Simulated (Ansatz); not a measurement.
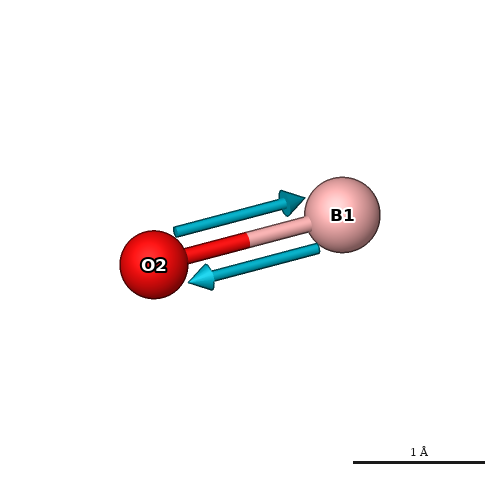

Arrows show the forces on the atoms, 0.2 Å of arrow for 1 eV/Å; forces under a tenth of the largest aren't drawn. The species is neutral and a spin doublet. Level of theory: U-MP2 (2 frozen)/def2-SVP (Ansatz).

Along which bond is the force strongest?

B1–O2, now 1.600 Å: the forces pull its atoms together, so a first step downhill shortens it.

List the force components in the frame of the picture (x right, y up, z towards the viewer), in eV/Å.

```json
{"atom": "B1", "Fx": "−5.02", "Fy": "−1.33", "Fz": "1.96"}
{"atom": "O2", "Fx": "5.02", "Fy": "1.33", "Fz": "−1.96"}
```
